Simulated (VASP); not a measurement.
# A VASP study of NaB3 (revPBE + D3): structure first, properties next, part 2 of 6

Aim: relax NaB3, then compute properties on the relaxed cell. The cell is generated by rule, not measured, and may not be a known phase.

VASP 6.6.1; revPBE with D3; plane waves and PAW (Na_pv, B); invented cell.

Still holding for the runs below: The k-mesh is coarse for a metal.

So far. Step 2 (Rough relaxation of the start cell): It ends with a largest force of 0.035 eV/Å and a pressure of -0.19 GPa.

### 3. Relaxing cell and atoms (revPBE + D3)

Properties are meant for the cell that this level of theory prefers, so cell and atoms are relaxed first (ISIF = 3) until forces and stress are small; EDIFFG sets the threshold.

The input, INCAR:

```
SYSTEM = NaB3
PREC = Accurate
ENCUT = 420
EDIFF = 1E-06
NELM = 100
ISMEAR = 0
SIGMA = 0.05
LREAL = .FALSE.
ALGO = Normal
GGA = RE
IVDW = 11
NBANDS = 14
LORBIT = 11
LWAVE = .FALSE.
LCHARG = .FALSE.
KPAR = 2
IBRION = 2
NSW = 60
ISIF = 3
EDIFFG = -0.01
```

The input, POSCAR:

```
NaB3
1.0
    3.4339332700      0.0000000000      0.0000000000
   -1.7169666300      2.9738734400      0.0000000000
    0.0000000000      0.0000000000      4.9244859100
Na B
1 3
Direct
    0.0000000000      0.0000000000      0.5000000000
    0.8332158580      0.1667841420      0.0000000000
    0.8332158580      0.6664317170      0.0000000000
    0.3335682830      0.1667841420      0.0000000000
```

The input, KPOINTS:

```
Automatic mesh
0
Gamma
8 8 5
0 0 0
```

Potentials, in the order of the species: Na_pv and B (PBE family, release 64).

The cell reached was symmetrised within 0.01 Å before this step, which raises the operations from 6 to 12, which the run then keeps.

On the command line:

```sh
$ mpirun -np 2 vasp_std
```

Log:

```text
[banner, memory and clock lines left out]
running    2 mpi-ranks, on    1 nodes
 distrk:  each k-point on    1 cores,    2 groups
 distr:  one band on    1 cores,    1 groups

 POSCAR found type information on POSCAR NaB
 POSCAR found :  2 types and       4 ions
 [... a notice as in an earlier step ...]

 LDA part: xc-table for (Slater+PW92), standard interpolation
 POSCAR, INCAR and KPOINTS ok, starting setup
 FFT: planning ... GRIDC
 FFT: planning ... GRID_SOFT
 FFT: planning ... GRID
 WAVECAR not read
 entering main loop
       N       E                     dE             d eps       ncg     rms          rms(c)
DAV:   1     0.667799438686E+02    0.66780E+02   -0.70661E+03   840   0.997E+02
DAV:   2    -0.170219772017E+02   -0.83802E+02   -0.75394E+02   900   0.249E+02
DAV:   3    -0.215353665297E+02   -0.45134E+01   -0.43952E+01  1122   0.570E+01
DAV:   4    -0.216048958806E+02   -0.69529E-01   -0.69475E-01   906   0.705E+00
DAV:   5    -0.216060772522E+02   -0.11814E-02   -0.11813E-02  1142   0.922E-01    0.589E+00
DAV:   6    -0.194090459957E+02    0.21970E+01   -0.13687E+00  1056   0.762E+00    0.304E+00
DAV:   7    -0.187107187284E+02    0.69833E+00   -0.15968E+00  1100   0.728E+00    0.759E-01
DAV:   8    -0.187182069468E+02   -0.74882E-02   -0.10148E-01   900   0.205E+00    0.290E-01
DAV:   9    -0.187198435056E+02   -0.16366E-02   -0.65457E-03   960   0.622E-01    0.887E-02
DAV:  10    -0.187200991867E+02   -0.25568E-03   -0.56409E-04  1038   0.239E-01    0.455E-02
DAV:  11    -0.187202839034E+02   -0.18472E-03   -0.23117E-04   924   0.105E-01    0.853E-03
DAV:  12    -0.187203033229E+02   -0.19420E-04   -0.54255E-05   930   0.478E-02    0.310E-03
DAV:  13    -0.187203037930E+02   -0.47015E-06   -0.18874E-06  1032   0.104E-02
   1 F= -.19391117E+02 E0= -.19390642E+02  d E =-.193911E+02
 curvature:   0.00 expect dE= 0.000E+00 dE for cont linesearch  0.000E+00
 trial: gam= 0.00000 g(F)=  0.397E-03 g(S)=  0.360E-02 ort = 0.000E+00 (trialstep = 0.100E+01)
 search vector abs. value=  0.399E-02
 bond charge predicted
       N       E                     dE             d eps       ncg     rms          rms(c)
DAV:   1    -0.187256699247E+02   -0.53666E-02   -0.15131E-01   942   0.412E+00    0.357E-01
DAV:   2    -0.187235080260E+02    0.21619E-02   -0.41986E-03  1086   0.776E-01    0.200E-01
DAV:   3    -0.187225510727E+02    0.95695E-03   -0.17334E-03  1242   0.483E-01    0.284E-02
DAV:   4    -0.187225217627E+02    0.29310E-04   -0.11667E-04   972   0.142E-01    0.126E-02
DAV:   5    -0.187225178683E+02    0.38944E-05   -0.47463E-06  1062   0.198E-02    0.233E-03
DAV:   6    -0.187225178897E+02   -0.21372E-07   -0.47397E-07   552   0.543E-03
   2 F= -.19392271E+02 E0= -.19391880E+02  d E =-.115482E-02
[...]
3 F= -.19392521E+02 E0= -.19392108E+02  d E =-.140432E-02
[...]
4 F= -.19392699E+02 E0= -.19392307E+02  d E =-.177664E-03
[...]
5 F= -.19392700E+02 E0= -.19392310E+02  d E =-.178597E-03
 curvature:  -0.54 expect dE=-0.837E-04 dE for cont linesearch -0.113E-05
 trial: gam= 0.35616 g(F)=  0.818E-04 g(S)=  0.746E-04 ort = 0.286E-04 (trialstep = 0.949E+00)
 search vector abs. value=  0.226E-03
 bond charge predicted
       N       E                     dE             d eps       ncg     rms          rms(c)
DAV:   1    -0.187206281020E+02    0.71287E-03   -0.97433E-03  1014   0.132E+00    0.104E-01
DAV:   2    -0.187204394677E+02    0.18863E-03   -0.34319E-04  1026   0.226E-01    0.544E-02
DAV:   3    -0.187203717092E+02    0.67758E-04   -0.12699E-04  1092   0.134E-01    0.635E-03
DAV:   4    -0.187203696407E+02    0.20685E-05   -0.67280E-06   942   0.300E-02    0.358E-03
DAV:   5    -0.187203693460E+02    0.29470E-06   -0.36388E-07   522   0.737E-03
   6 F= -.19392757E+02 E0= -.19392378E+02  d E =-.577241E-04
 trial-energy change:   -0.000058  1 .order   -0.000058   -0.000158    0.000042
 step:   0.7511(harm=  0.7511)  dis= 0.00051  next Energy=   -19.392762 (dE=-0.625E-04)
 reached required accuracy - stopping structural energy minimisation
```

Wall time 15 s (2 MPI ranks of Intel Xeon 6975P-C (Granite Rapids), shared host); peak memory 0.31 GiB.

OUTCAR, selected parts (step 3):

```text
  LATTYP: Found a hexagonal cell.
 ALAT       =     3.4339332700
 C/A-ratio  =     1.4340656975

 Subroutine GETGRP returns: Found 12 space group operations
 (whereof 12 operations were pure point group operations)

The static configuration has the point symmetry D_3h.

 Found     30 irreducible k-points:

   k-points           NKPTS =     30   k-points in BZ     NKDIM =     30   number of bands    NBANDS=     14

   dimension x,y,z NGX =    24 NGY =   24 NGZ =   36
   dimension x,y,z NGXF=    48 NGYF=   48 NGZF=   72

   ENCUT  =  420.0 eV  30.87 Ry    5.56 a.u.   5.74  5.74  8.23*2*pi/ulx,y,z

   NELECT =      16.0000    total number of electrons

 Edisp (eV)   -0.67136

 E-fermi :   3.0709

 k-point     1 :       0.0000    0.0000    0.0000
  band No.  band energies     occupation
    ...
      4      -9.3039      2.00000
      5      -2.9806      2.00000
      6      -1.5020      2.00000
      7       2.5002      2.00000
      8       2.5002      2.00000
      9       3.2250      0.00001
     10       7.4608      0.00000
     11       7.4608      0.00000
     12      10.3598      0.00000
     13      10.3598      0.00000
    ...

 k-point     2 :       0.1250    0.0000    0.0000
  band No.  band energies     occupation
    ...
      4      -9.1213      2.00000
      5      -3.2219      2.00000
      6      -1.2749      2.00000
      7       1.7233      2.00000
      8       2.3565      2.00000
      9       3.5028      0.00000
     10       7.8686      0.00000
     11       8.1899      0.00000
     12       9.1098      0.00000
     13      10.1141      0.00000
    ...

 Edisp (eV)   -0.67239

  Total       0.01311     0.01311     0.00873     0.00000     0.00000     0.00000
  in kB       0.41803     0.41803     0.27817     0.00000     0.00000     0.00000
  external pressure =        0.37 kB  Pullay stress =        0.00 kB

  energy-cutoff  :      420.00
  volume of cell :       50.26
      direct lattice vectors                 reciprocal lattice vectors
     3.442279249  0.000000000  0.000000000     0.290505194  0.167723252  0.000000000
    -1.721139619  2.981101270 -0.000000000    -0.000000000  0.335446504  0.000000000
     0.000000000 -0.000000000  4.898007592    -0.000000000  0.000000000  0.204164649

 POSITION                                       TOTAL-FORCE (eV/Angst)
 -----------------------------------------------------------------------------------
      1.72114      2.98110      2.44900        -0.000000      0.000000     -0.000000
      2.57977      0.49797      0.00000         0.007050     -0.004071      0.000000
      1.72114      1.98516      4.89801         0.000000      0.008141     -0.000000
      0.86251      0.49797     -0.00000        -0.007050     -0.004071      0.000000
 -----------------------------------------------------------------------------------
    total drift:                                0.000000     -0.000000     -0.000000

  FREE ENERGIE OF THE ION-ELECTRON SYSTEM (eV)
  ---------------------------------------------------
  free  energy   TOTEN  =       -19.3927572297 eV

  energy  without entropy=      -19.3919984189  energy(sigma->0) =      -19.39237782

 total charge
# of ion       s       p       d       tot
------------------------------------------
    1        0.072   5.994   0.000   6.066
    2        0.705   1.243   0.000   1.948
    3        0.705   1.243   0.000   1.948
    4        0.705   1.243   0.000   1.948
--------------------------------------------------
tot          2.188   9.724   0.000  11.911

[... 1 part as in an earlier step ...]

[... 7 further parts left out ...]
```

CONTCAR:

```
NaB3
   1.00000000000000
     3.4422792487089104    0.0000000000139924    0.0000000000000000
    -1.7211396193301851    2.9811012695254551   -0.0000000000000000
     0.0000000000000000   -0.0000000000000000    4.8980075923380113
  Na              B
     1     3
Direct
     1.0000000000000000    1.0000000000000000    0.5000000000000000
     0.8329582267879271    0.1670417732120694    0.0000000000000000
     0.8329582267879285    0.6659164545758557    1.0000000000000000
     0.3340835454241479    0.1670417732120715    0.0000000000000000
```

The run keeps the 12 symmetry operations of its start, so it cannot find a distortion of lower symmetry.

Step by step:

```
step  energy less that of the first step (eV)  largest force (eV/Å)  pressure (GPa)  volume (Å³)
   1                                   0.0000                0.0524            0.45        50.29
   2                                  -0.0012                0.0568           -0.49        50.55
   3                                  -0.0014                0.0257           -0.21        50.47
   4                                  -0.0016                0.0224           -0.13        50.38
   5                                  -0.0016                0.0238           -0.14        50.37
   6                                  -0.0016                0.0081            0.04        50.26
```

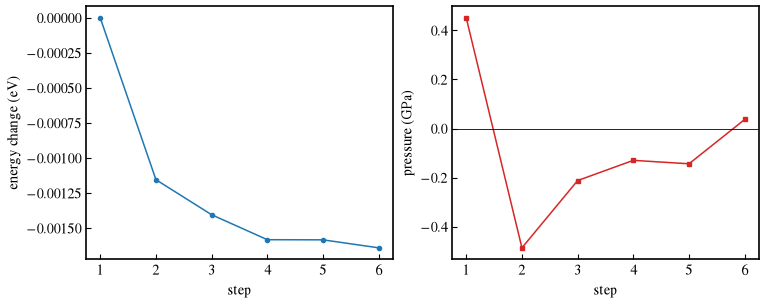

Energy and pressure along the relaxation.

```
conventional cell, symmetrised  before  after  change
                         a (Å)   3.434  3.442  +0.2 %
                         b (Å)   3.434  3.442  +0.2 %
                         c (Å)   4.924  4.898  -0.5 %
              volume (Å³/atom)   12.57  12.57  -0.1 %
```

Final coordinates:

```xyz
4
Lattice="3.4423 0.0000 0.0000 -1.7211 2.9811 0.0000 0.0000 0.0000 4.8980" Properties=species:S:1:pos:R:3 pbc="T T T"
Na    0.0000    0.0000    2.4490
B     2.5798    0.4980    0.0000
B     1.7211    1.9852    0.0000
B     0.8625    0.4980    0.0000
```

Numbers from this step:

```
irreducible k-points            : 30
symmetry operations             : 12
free energy (TOTEN)             : -19.39 eV
energy at zero smearing         : -19.39 eV
Fermi energy                    : 3.071 eV
pressure                        : 0.03714 GPa
SCF cycles over all ionic steps : 36
```

It ends with a largest force of 0.008 eV/Å and a pressure of 0.04 GPa.

### 4. Single point with fields (revPBE + D3)

A single point on the relaxed cell gives a clean self-consistent state, with density, ELF and potential written out.

Changes to INCAR since step 3:

```diff
@@ -14,7 +14,5 @@
 LWAVE = .FALSE.
-LCHARG = .FALSE.
-KPAR = 2
-IBRION = 2
-NSW = 60
-ISIF = 3
-EDIFFG = -0.01
+LCHARG = .TRUE.
+ISIF = 2
+LELF = .TRUE.
+LVHAR = .TRUE.
```

The input, POSCAR:

```
NaB3
1.0
    3.4422792487      0.0000000000      0.0000000000
   -1.7211396193      2.9811012695      0.0000000000
    0.0000000000      0.0000000000      4.8980075923
Na B
1 3
Direct
    0.0000000000      0.0000000000      0.5000000000
    0.8329582268      0.1670417732      0.0000000000
    0.8329582268      0.6659164546      0.0000000000
    0.3340835454      0.1670417732      0.0000000000
```

KPOINTS is that of step 3.

On the command line:

```sh
$ mpirun -np 2 vasp_std
```

Log:

```text
[banner, memory and clock lines left out]
running    2 mpi-ranks, on    1 nodes
 distrk:  each k-point on    2 cores,    1 groups
 distr:  one band on    1 cores,    2 groups

 POSCAR found type information on POSCAR NaB
 POSCAR found :  2 types and       4 ions
 [... a notice as in an earlier step ...]

 LDA part: xc-table for (Slater+PW92), standard interpolation
 POSCAR, INCAR and KPOINTS ok, starting setup
 FFT: planning ... GRIDC
 FFT: planning ... GRID_SOFT
 FFT: planning ... GRID
 WAVECAR not read
 entering main loop
       N       E                     dE             d eps       ncg     rms          rms(c)
DAV:   1     0.655537572038E+02    0.65554E+02   -0.69286E+03   840   0.967E+02
DAV:   2    -0.173677378513E+02   -0.82921E+02   -0.75927E+02   938   0.250E+02
DAV:   3    -0.214709900103E+02   -0.41033E+01   -0.39733E+01  1062   0.538E+01
DAV:   4    -0.215318300705E+02   -0.60840E-01   -0.60760E-01   948   0.678E+00
DAV:   5    -0.215328978220E+02   -0.10678E-02   -0.10677E-02  1092   0.875E-01    0.583E+00
DAV:   6    -0.193890597762E+02    0.21438E+01   -0.13461E+00  1044   0.757E+00    0.301E+00
DAV:   7    -0.187109089961E+02    0.67815E+00   -0.15674E+00  1100   0.724E+00    0.751E-01
DAV:   8    -0.187180881828E+02   -0.71792E-02   -0.94109E-02   906   0.201E+00    0.283E-01
DAV:   9    -0.187198532746E+02   -0.17651E-02   -0.63881E-03   954   0.613E-01    0.900E-02
DAV:  10    -0.187201127767E+02   -0.25950E-03   -0.46365E-04  1014   0.226E-01    0.410E-02
DAV:  11    -0.187202959778E+02   -0.18320E-03   -0.23432E-04   918   0.104E-01    0.819E-03
DAV:  12    -0.187203125000E+02   -0.16522E-04   -0.33946E-05   960   0.421E-02    0.240E-03
DAV:  13    -0.187203134659E+02   -0.96596E-06   -0.10596E-06   882   0.842E-03
   1 F= -.19392701E+02 E0= -.19392323E+02  d E =-.756860E-03
```

Wall time 9 s (2 MPI ranks); peak memory 0.26 GiB; 14 s of CPU time.

OUTCAR, selected parts (step 4):

```text
  LATTYP: Found a hexagonal cell.
 ALAT       =     3.4422792487
 C/A-ratio  =     1.4228966445

The static configuration has the point symmetry D_3h.

 Found     30 irreducible k-points:

   ENCUT  =  420.0 eV  30.87 Ry    5.56 a.u.   5.75  5.75  8.18*2*pi/ulx,y,z

   NELECT =      16.0000    total number of electrons

 E-fermi :   3.0705

 k-point     1 :       0.0000    0.0000    0.0000
  band No.  band energies     occupation
    ...
      4      -9.3042      2.00000
      5      -2.9810      2.00000
      6      -1.5022      2.00000
      7       2.4998      2.00000
      8       2.4998      2.00000
      9       3.2240      0.00001
     10       7.4605      0.00000
     11       7.4605      0.00000
     12      10.3596      0.00000
     13      10.3596      0.00000
    ...

 k-point     2 :       0.1250    0.0000    0.0000
  band No.  band energies     occupation
    ...
      4      -9.1217      2.00000
      5      -3.2222      2.00000
      6      -1.2751      2.00000
      7       1.7229      2.00000
      8       2.3561      2.00000
      9       3.5019      0.00000
     10       7.8683      0.00000
     11       8.1896      0.00000
     12       9.1095      0.00000
     13      10.1139      0.00000
    ...

 Edisp (eV)   -0.67239

  Total       0.01031     0.01031     0.00375     0.00000     0.00000    -0.00000
  in kB       0.32870     0.32870     0.11947     0.00000     0.00000    -0.00000
  external pressure =        0.26 kB  Pullay stress =        0.00 kB

  energy-cutoff  :      420.00
  volume of cell :       50.26
      direct lattice vectors                 reciprocal lattice vectors
     3.442279249  0.000000000  0.000000000     0.290505194  0.167723252  0.000000000
    -1.721139619  2.981101269  0.000000000     0.000000000  0.335446504  0.000000000
     0.000000000  0.000000000  4.898007592     0.000000000  0.000000000  0.204164649

 POSITION                                       TOTAL-FORCE (eV/Angst)
 -----------------------------------------------------------------------------------
      0.00000      0.00000      2.44900         0.000000      0.000000      0.000000
      2.57977      0.49797      0.00000         0.006973     -0.004026      0.000000
      1.72114      1.98516      0.00000         0.000000      0.008052     -0.000000
      0.86251      0.49797      0.00000        -0.006973     -0.004026      0.000000
 -----------------------------------------------------------------------------------
    total drift:                                0.000000     -0.000000     -0.000000

  FREE ENERGIE OF THE ION-ELECTRON SYSTEM (eV)
  ---------------------------------------------------
  free  energy   TOTEN  =       -19.3927013496 eV

  energy  without entropy=      -19.3919444894  energy(sigma->0) =      -19.39232292

[... 5 parts as in an earlier step ...]

[... 6 further parts left out ...]
```

This step gave:

```
SCF cycles : 13
pressure   : 0.02590 GPa
```

Valence electrons inside each PAW sphere by angular momentum. Sphere charges, by row:

```
atom  s (e)  p (e)  d (e)  tot (e)
 Na1  0.072  5.994      0    6.066
  B2  0.705  1.243      0    1.948
  B3  0.705  1.243      0    1.948
  B4  0.705  1.243      0    1.948
```

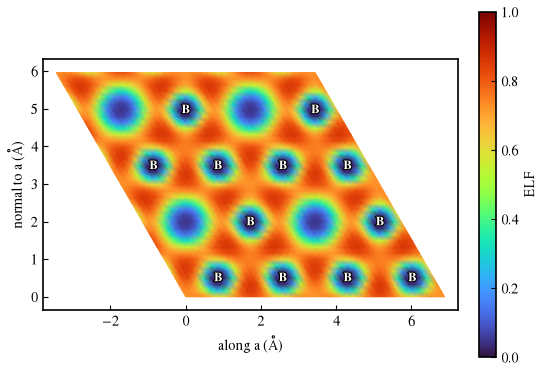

ELF in the ab plane at fractional z = 0.000, with atoms of B within 0.2 Å of it. It is the smooth field of the valence electrons, not physical close to the nuclei.

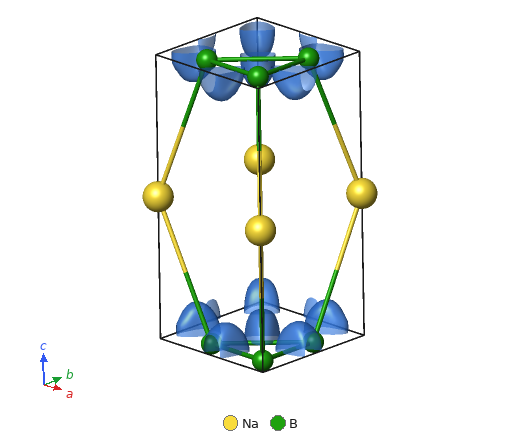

Surface of ELF = 0.78. Bonds to atoms that aren't drawn are left out.

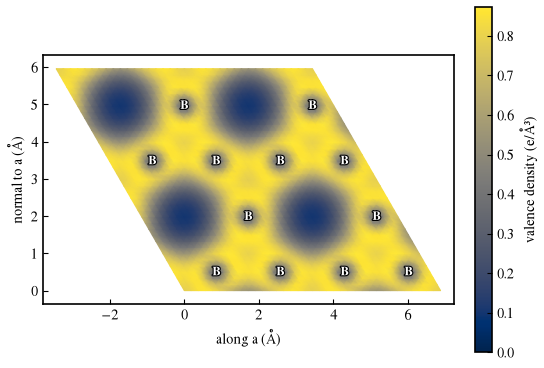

Valence density in the ab plane at fractional z = 0.000, with atoms of B within 0.2 Å of it. It is the smooth field of the valence electrons, not physical close to the nuclei.

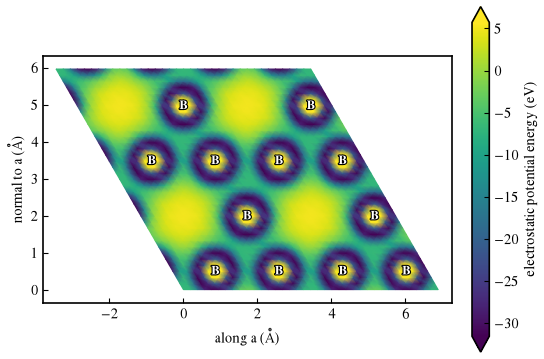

Electrostatic potential energy in the ab plane at fractional z = 0.000, with atoms of B within 0.2 Å of it. With pseudopotentials it is smooth inside the atoms' cores, unlike the true potential.

In this run the pressure is 0.03 GPa, small enough to go on.

(Part 2 of 6 ends here.)

[Lines on the potential files, build, host, timing and source positions are cut from VASP's logs without a mark.]

[Logs are printed without paths, hosts, clocks, repeated set-up lines and the standing remarks that a program may print on its own settings, such as how far it seeks lower states.]

[Hosts, paths, dates, database ids (printed as entryN), source tags and the programs' standing remarks are cut or masked in the printed files.]

[A measured line is paired with the nearest computed mode of its activity, which favours agreement.]

[In band tables of VASP the shares of atoms and orbitals are scaled to a sum of 1 inside the atoms' spheres.]
